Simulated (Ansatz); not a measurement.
Consider Al2H.

```
Al H
1.0
     3.37014   -0.01271   -0.00234
    -0.23370    5.00165    0.03561
    -1.28697   -1.78804    5.19152
Al H
4 2
Direct
  0.00000 0.00000 0.00000
  0.64116 0.42925 0.29008
  0.35884 0.57075 0.70992
  0.50000 0.00000 0.50000
  0.50000 0.50000 0.00000
  0.00000 0.00000 0.50000
```

Space group P-1; a structure generated by program, which may or may not match a known phase.

These are results of DFT PBE, scalar-relativistic, plane waves, PAW in Ansatz, not measurements.

Q: What can the converged valence pseudo-density and electron localisation function tell about the bonding?

A: Al–H (1.69 Å): ρ at the midpoint is about 0.33 e/Å³; the ELF climbs to about 1 towards the hydrogen.

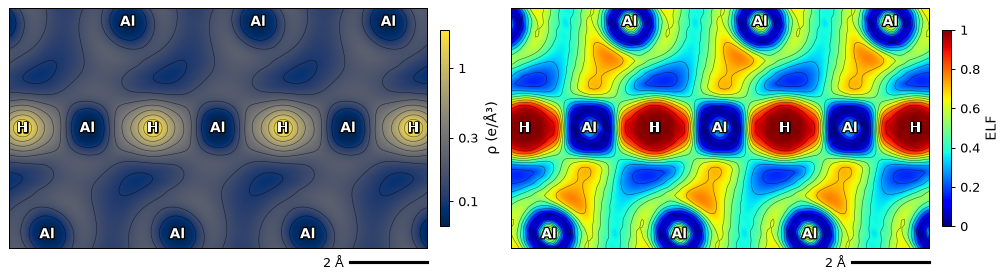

Computed valence pseudo-density and electron localisation function on the (010) plane of the conventional cell, in this order. 
